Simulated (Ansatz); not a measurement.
BH3O2

The calculation's input:

```
crystal:
  periodic: [false, false, false]
  atoms:
    - { symbol: B, position_ang: [0.0, 0.0, 0.0] }
    - { symbol: O, position_ang: [0.0, 0.0, 1.41] }
    - { symbol: H, position_ang: [-0.9095, -0.2814, 1.7471] }
    - { symbol: H, position_ang: [1.0305, 0.0, -0.595] }
    - { symbol: O, position_ang: [-1.2211, 0.0, -0.705] }
    - { symbol: H, position_ang: [-1.7308, -0.8467, -0.4965] }
basis:
  gaussian: { orbitals: def2-SVP }
hamiltonian:
  xc: pbe
relax:
  f_tol: 0.02
  max_steps: 40
output:
  orbitals: {}
```

Command:

```sh
ansatz run input.yaml --threads 1 --pin off --max-ram 2048MiB --backend cpu --events-out ev --progress --plain --runs-dir out
```

The fields are those of the run's last geometry, not of the input's.

All numbers below come from RKS PBE/def2-SVP (Ansatz).

> Predict the electron density and electron localisation function between the atoms.

B–O (1.37 Å): the density is about 2.1 e/Å³ at the midpoint; the ELF peaks at about 0.90 between the atoms; a polar covalent bond.
O–H (0.97 Å): the density is about 3.5 e/Å³ at the midpoint; the ELF climbs to about 1 towards the hydrogen, as it does in any bond to H: an ordinary covalent bond to hydrogen.
B–H (1.21 Å): the density is about 1.2 e/Å³ at the midpoint; the ELF climbs to about 1 towards the hydrogen (a covalent bond by its length).

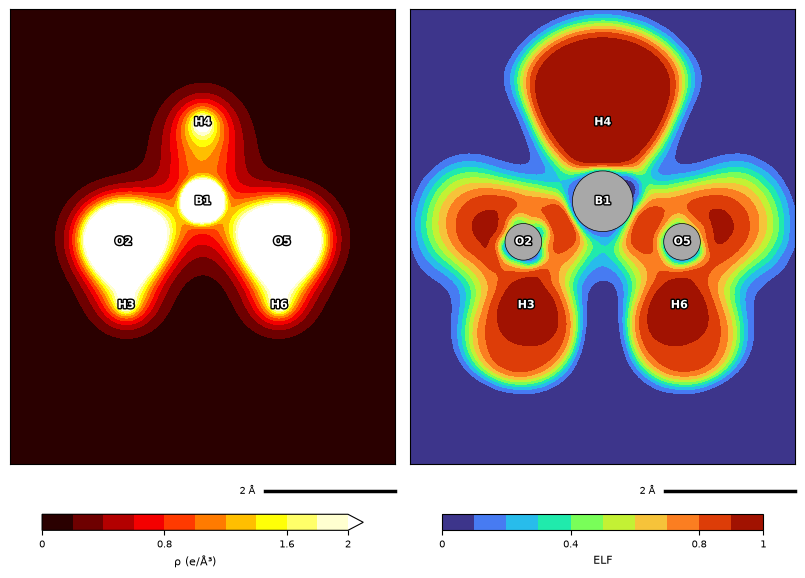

Computed electron density and electron localisation function on the molecular plane, in this order. Grey discs cover the atomic cores in the ELF map. 
